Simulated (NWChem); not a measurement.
**One shape, several levels: C2H2FO− (SMILES [O-]/C=C/F)**

Wanted: a comparison of 6 runs (HF/def2-SVP, PBE0/def2-SVP, B3LYP/3-21G, CAM-B3LYP/3-21G, B3LYP/6-31+G*, B3LYP/6-311+G**) of C2H2FO−. 

Program for the calculation: NWChem 7.3.0.

## (1) The system as given

C2H2FO−: 6 atoms, total charge -1, spin state singlet. SMILES: `[O-]/C=C/F`. The shape is that of a GFN2-xTB optimisation.

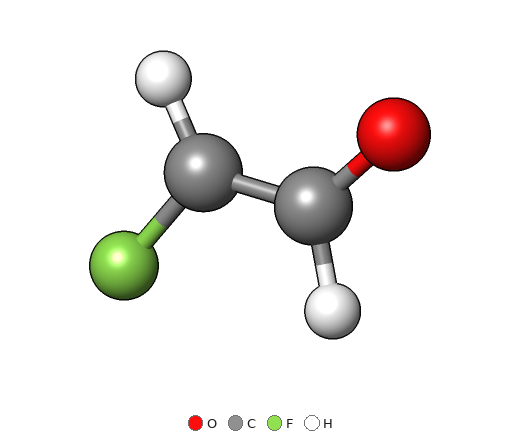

The structure, seen from a chosen angle (oxygen red, carbon grey, fluorine green, hydrogen white).

## (2) Energy and gradient at HF/def2-SVP (run 1)

The input, work.nw:

```
start work
title "C2H2FO hf"
memory total 2200 mb
charge -1
geometry units angstrom noautosym nocenter noautoz
  O      1.614570     0.814110    -0.198980
  C      0.521680     0.220740    -0.417310
  C     -0.410830    -0.155180     0.481180
  F     -1.585120    -0.815860     0.062440
  H      0.258480    -0.042890    -1.477920
  H     -0.398770    -0.020930     1.550600
end
basis "ao basis" spherical bse
  O library def2-SVP
  C library def2-SVP
  F library def2-SVP
  H library def2-SVP
end
scf
  thresh 1e-08
  maxiter 80
  print low
end
task scf gradient
```

Run with:

```
$ nwchem work.nw > work.out
```

Output:

```text
[...]
  functions       =    66
[...]
  wavefunction    = RHF
[...]
         Total SCF energy =   -250.942946073395
      One-electron energy =   -561.616464789411
      Two-electron energy =    206.143468719979
 Nuclear repulsion energy =    104.530049996036
        Time for solution =      6.0s
[...]
                         RHF ENERGY GRADIENTS
    atom               coordinates                        gradient
                 x          y          z           x          y          z
   1 O       3.051095   1.538445  -0.376018    0.016329   0.009172   0.005853
   2 C       0.985832   0.417138  -0.788602   -0.025014  -0.012723   0.002431
   3 C      -0.776356  -0.293248   0.909298    0.022268   0.011627   0.000233
   4 F      -2.995442  -1.541752   0.117994   -0.013267  -0.007131  -0.001771
   5 H       0.488456  -0.081050  -2.792864    0.001453   0.000061  -0.005989
   6 H      -0.753566  -0.039552   2.930209   -0.001769  -0.001006  -0.000757
 Task  times  cpu:        7.6s     wall:        7.6s
 Total times  cpu:        7.6s     wall:        7.6s
```

It took 8.4 s on 1 thread of Intel Xeon Platinum 8259CL at 2.50GHz (Skylake/Cascade Lake), shared host; peak memory 0.1 GiB.

## (3) Energy and gradient at PBE0/def2-SVP (run 2)

The input, struct.nw:

```
start struct
title "C2H2FO PBE0"
memory 2200 mb
charge -1

geometry units angstrom noautosym nocenter noautoz
  O     1.614570    0.814110   -0.198980
  C     0.521680    0.220740   -0.417310
  C    -0.410830   -0.155180    0.481180
  F    -1.585120   -0.815860    0.062440
  H     0.258480   -0.042890   -1.477920
  H    -0.398770   -0.020930    1.550600
end

basis spherical bse
  * library def2-SVP
end

dft
  xc pbe0
  grid xfine
  convergence energy 1e-08
  maxiter 100
  mulliken
  print low
end

task dft gradient
```

Run with:

```
$ nwchem struct.nw > struct.out
```

Output:

```text
[...]
 d= 0,ls=0.0,diis     1   -251.8385241669 -3.56D+02  3.21D-02  1.17D+00     2.2
[...]
 d= 0,ls=0.0,diis    10   -251.9893591358 -5.20D-09  9.76D-07  6.79D-09    19.3
         Total DFT energy =     -251.989359135819
      One electron energy =     -561.971413107937
           Coulomb energy =      236.078946141986
    Exchange-Corr. energy =      -30.626942165904
 Nuclear repulsion energy =      104.530049996036
[...]
      Total Density - Mulliken Population Analysis
     ---------------------------------------------
    Atom       Charge   Shell Charges
 -----------   ------   -------------------------------------------------------
    1 O    8     8.52   1.99  1.07  0.72  2.83  1.90  0.01
    2 C    6     5.89   1.99  0.91  0.17  2.02  0.72  0.09
    3 C    6     6.03   1.99  0.88  0.22  2.02  0.86  0.06
    4 F    9     9.35   1.99  1.12  0.81  3.34  2.09  0.01
    5 H    1     1.13   0.77  0.35  0.02
    6 H    1     1.08   0.76  0.29  0.03
[...]
                         DFT ENERGY GRADIENTS
    atom               coordinates                        gradient
                 x          y          z           x          y          z
   1 O       3.051095   1.538445  -0.376018   -0.002410  -0.001047   0.001735
   2 C       0.985832   0.417138  -0.788602   -0.026411  -0.013253   0.003951
   3 C      -0.776356  -0.293248   0.909298    0.032039   0.016722   0.000564
   4 F      -2.995442  -1.541752   0.117994   -0.006968  -0.003801  -0.001326
   5 H       0.488456  -0.081050  -2.792864    0.006584   0.004103   0.005572
   6 H      -0.753566  -0.039552   2.930209   -0.002834  -0.002724  -0.010496
 Task  times  cpu:       23.5s     wall:       23.5s
 Total times  cpu:       23.5s     wall:       23.5s
```

It took 24 s on 1 thread of Intel Xeon Platinum 8259CL at 2.50GHz (Skylake/Cascade Lake), shared host; peak memory 0.13 GiB.

## (4) Energy and gradient at B3LYP/3-21G (run 3)

The input, run.py:

```python
from ase import Atoms
from ase.calculators.nwchem import NWChem

atoms = Atoms(['O', 'C', 'C', 'F', 'H', 'H'], positions=[
    [1.614570, 0.814110, -0.198980],
    [0.521680, 0.220740, -0.417310],
    [-0.410830, -0.155180, 0.481180],
    [-1.585120, -0.815860, 0.062440],
    [0.258480, -0.042890, -1.477920],
    [-0.398770, -0.020930, 1.550600],
])

calc = NWChem(
    label='c2h2fo',
    theory='dft',
    memory='2200 mb',
    basis='3-21G',
    basispar='spherical bse',
    charge=-1,
    dft={'xc': 'b3lyp', 'mult': '1', 'grid': 'xfine', 'convergence': 'energy 1e-08', 'iterations': '100', 'mulliken': None},
)
atoms.calc = calc

forces = atoms.get_forces()
print("Total energy (eV):", round(atoms.get_potential_energy(), 6))
print("forces (eV/A):")
for s, f in zip(atoms.symbols, forces):
    print(f"{s:2s} {f[0]:10.5f} {f[1]:10.5f} {f[2]:10.5f}")
print("dipole (e A):", atoms.get_dipole_moment().round(4))
```

Run with:

```
$ export ASE_NWCHEM_COMMAND="nwchem PREFIX.nwi > PREFIX.nwo"
$ python run.py
```

Output:

```text
Total energy (eV): -6831.165491
forces (eV/A):
O     1.75061    0.93053    0.18286
C     0.09009    0.02160   -0.22194
C    -0.85119   -0.40649    0.30375
F    -0.79905   -0.45704   -0.35738
H    -0.55402   -0.29707   -0.07153
H     0.36355    0.20847    0.16424
dipole (e A): [-0.4405 -0.2171  0.0972]
```

The calculator wrote c2h2fo.nwi:

```
title "c2h2fo"

permanent_dir c2h2fo

scratch_dir c2h2fo

start c2h2fo

geometry units angstrom nocenter noautosym noautoz
  O  1.6145700000000001e+00 8.1411000000000000e-01 -1.9897999999999999e-01
  C  5.2168000000000003e-01 2.2073999999999999e-01 -4.1731000000000001e-01
  C  -4.1082999999999997e-01 -1.5518000000000001e-01 4.8118000000000000e-01
  F  -1.5851200000000001e+00 -8.1586000000000003e-01 6.2440000000000002e-02
  H  2.5847999999999999e-01 -4.2889999999999998e-02 -1.4779199999999999e+00
  H  -3.9877000000000001e-01 -2.0930000000000001e-02 1.5506000000000000e+00
end

charge -1

memory 2200 mb

basis spherical bse noprint
   * library 3-21G
end

dft
  xc b3lyp
  mult 1
  grid xfine
  convergence energy 1e-08
  iterations 100
  mulliken
end

task dft gradient
```

c2h2fo.nwo, shortened:

```text
[...]
         Total DFT energy =     -251.040703504416
[...]
  wavefunction    = closed shell
                         DFT ENERGY GRADIENTS
    atom               coordinates                        gradient
                 x          y          z           x          y          z
   1 O       3.051095   1.538445  -0.376018   -0.034044  -0.018096  -0.003556
   2 C       0.985832   0.417138  -0.788602   -0.001752  -0.000420   0.004316
   3 C      -0.776356  -0.293248   0.909298    0.016553   0.007905  -0.005907
   4 F      -2.995442  -1.541752   0.117994    0.015539   0.008888   0.006950
   5 H       0.488456  -0.081050  -2.792864    0.010774   0.005777   0.001391
   6 H      -0.753566  -0.039552   2.930209   -0.007070  -0.004054  -0.003194
[...]
```

Wall time 13 s (1 thread of Intel Xeon Platinum 8259CL at 2.50GHz (Skylake/Cascade Lake), shared host); peak memory 0.13 GiB.

Runs 4 to 5 aren't shown in full; the table further down has their settings and results.

## (5) Energy and gradient at B3LYP/6-311+G(d,p) (run 6)

The input, a.nw:

```
start a
title "C2H2FO"
memory 2200 mb
charge -1
geometry noautosym nocenter noautoz
O        1.614570       0.814110      -0.198980
C        0.521680       0.220740      -0.417310
C       -0.410830      -0.155180       0.481180
F       -1.585120      -0.815860       0.062440
H        0.258480      -0.042890      -1.477920
H       -0.398770      -0.020930       1.550600
end
basis spherical bse
* library 6-311+G**
end
dft
xc b3lyp
grid fine
convergence energy 1e-08
iterations 100
mulliken
print medium
end
task dft gradient
```

Run with:

```
$ nwchem a.nw > a.out
```

Output:

```text
[...]
          Wavefunction type:  closed shell.
          No. of atoms     :     6
          No. of electrons :    32
[...]
          Charge           :    -1
          Spin multiplicity:     1
[...]
          AO basis - number of functions:   100
[...]
              XC Information
              --------------
                         B3LYP Method XC Potential
                     Hartree-Fock (Exact) Exchange  0.200
                        Slater Exchange Functional  0.800 local
                    Becke 1988 Exchange Functional  0.720 non-local
              Lee-Yang-Parr Correlation Functional  0.810
                  VWN I RPA Correlation Functional  0.190 local
[...]
 d= 0,ls=0.0,diis     1   -252.3624217769 -3.57D+02  2.26D-02  2.40D+00     2.6
[...]
 d= 0,ls=0.0,diis    11   -252.5553495731 -4.85D-09  1.71D-06  9.63D-10    21.9
         Total DFT energy =     -252.555349573094
      One electron energy =     -561.592012958730
           Coulomb energy =      235.386124474633
    Exchange-Corr. energy =      -30.879511085033
 Nuclear repulsion energy =      104.530049996036
[...]
      Total Density - Mulliken Population Analysis
     ---------------------------------------------
    Atom       Charge   Shell Charges
 -----------   ------   -------------------------------------------------------
    1 O    8     8.57   1.08  0.91  0.97  1.00  2.01  0.87  1.50  0.04  0.16  0.01
    2 C    6     6.14   1.10  0.89  0.64  0.78  1.42  0.36  0.59  0.12  0.11  0.14
    3 C    6     6.14   1.10  0.89  0.63  0.75  1.43  0.42  0.78 -0.08  0.12  0.09
    4 F    9     9.25   1.08  0.92  1.18  1.08  2.34  0.88  1.73 -0.05  0.09  0.00
    5 H    1     0.99   0.27  0.51  0.18  0.02
    6 H    1     0.92   0.28  0.49  0.13  0.03
[...]
  wavefunction    = closed shell
                         DFT ENERGY GRADIENTS
    atom               coordinates                        gradient
                 x          y          z           x          y          z
   1 O       3.051095   1.538445  -0.376018   -0.016268  -0.008606  -0.001327
   2 C       0.985832   0.417138  -0.788602   -0.000671   0.001294   0.013863
   3 C      -0.776356  -0.293248   0.909298    0.010253   0.003855  -0.012335
   4 F      -2.995442  -1.541752   0.117994    0.005823   0.003426   0.003464
   5 H       0.488456  -0.081050  -2.792864    0.001598   0.000699  -0.001245
   6 H      -0.753566  -0.039552   2.930209   -0.000736  -0.000668  -0.002421
[...]
```

Wall time 30 s (1 thread of Intel Xeon Platinum 8259CL at 2.50GHz (Skylake/Cascade Lake), shared host); peak memory 0.12 GiB.

## (6) The series

```tsv
run	level	iteration cap	module	energy (Eh)	largest force (eV/Å)	wall time
1	HF/def2-SVP	80	scf	-250.942946	1.449	8.4 s
2	PBE0/def2-SVP	100	dft	-251.989359	1.859	24 s
3	B3LYP/3-21G	100	dft	-251.040704	1.991	13 s
4	CAM-B3LYP/3-21G	100	dft	-250.941965	1.544	18 s
5	B3LYP/6-31+G* (spherical functions)	100	dft	-252.481844	1.364	41 s
6	B3LYP/6-311+G**	100	dft	-252.555350	0.949	30 s
```

## (7) Summary of results

| quantity | value |
| --- | --- |
| run 6: total energy | -252.55535 Eh |
| run 6: HOMO energy | 0.46 eV |
| run 6: LUMO energy | 4.41 eV |
| run 6: HOMO–LUMO gap (to an unbound level, set by the basis) | 3.94 eV |
| run 6: largest force on an atom | 0.949 eV/Å |

Over runs 3, 4, 5, 6 the HOMO–LUMO gap runs from 3.94 eV (B3LYP/6-311+G**) to 9.72 eV (CAM-B3LYP/3-21G). The two ends differ in method and basis. The empty levels of an anion lie above zero and hang on the basis. Totals of different functionals can't be ranked against each other. In runs 3, 4, 5, 6 the HOMO lies above zero, so the outermost electron may be held by the basis alone. All runs together took 2.3 min, the longest 41 s.
